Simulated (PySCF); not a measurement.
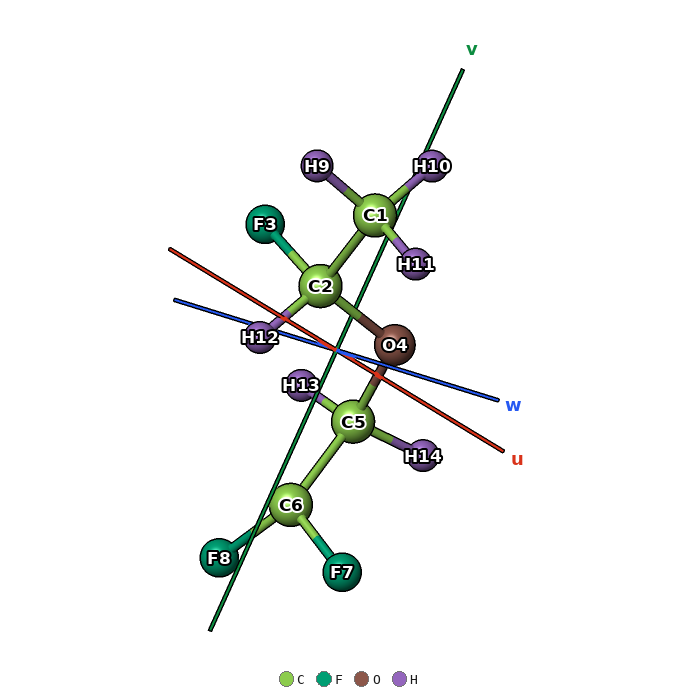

The lines u, v and w are the principal axes of the g tensor. Charge 0, doublet. The computed structure is the end point of a GFN2-xTB optimisation. No frequency run is at hand to confirm it as a minimum. Method: UKS B3LYP, pcH-1 on C F H O, non-relativistic, mean-field spin-orbit, GIAO (PySCF 2.14.0).

Along which axis does g lie farthest from the free-electron value?

Along w: the shift is 2881 ppm.

Give the principal values and shifts.

```csv
axis,g,shift (ppm)
u,2.00190,−421
v,2.00481,2492
w,2.00520,2881
```
